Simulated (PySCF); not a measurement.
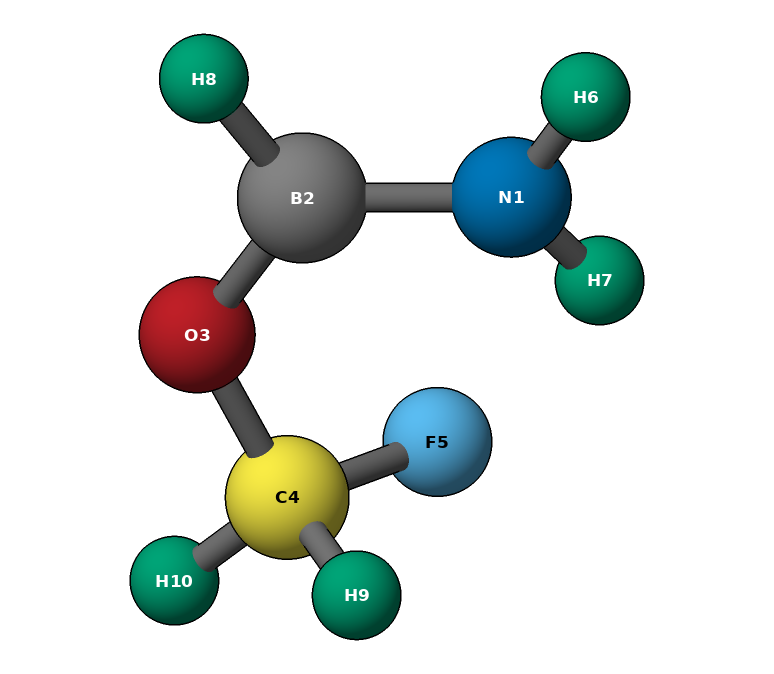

The geometry was computed by an optimisation with PBE0-D3(BJ)/def2-SVP. No frequency run is at hand to confirm it as a minimum. Method: GIAO BLYP/pcSseg-2 NMR shielding, non-relativistic, gas phase (PySCF 2.14.0). Principal shieldings σ11 ≤ σ22 ≤ σ33, span Ω = σ33 − σ11, skew κ = 3(σiso − σ22)/Ω.

Give the shielding tensors of the C atoms.

```csv
atom,σ11,σ22,σ33,σiso,Ω,κ
C4,37.8,64.5,98.2,66.8,60.4,0.11
```

Shieldings and span in ppm.
